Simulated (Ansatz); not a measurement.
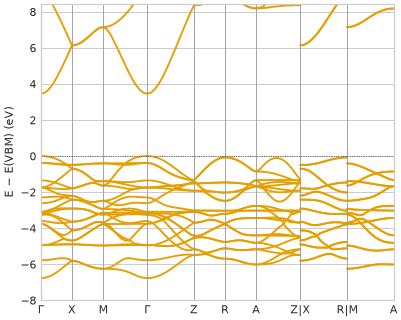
Figure: Band structure from plane-wave PAW LDA (Ansatz code)

### Question
Read off the gap and where the band edges lie.

### Answer
About 3.5 eV (3.45 eV by a search for the band edges); maximum at Γ, minimum at Γ.

The material is ZnF$_{2}$ (rutile, space group No. 136).

Space group P4_2/mnm (rutile). The cell was relaxed with LDA under the symmetry of its start.

Potentials: the later of the program's two PAW sets.
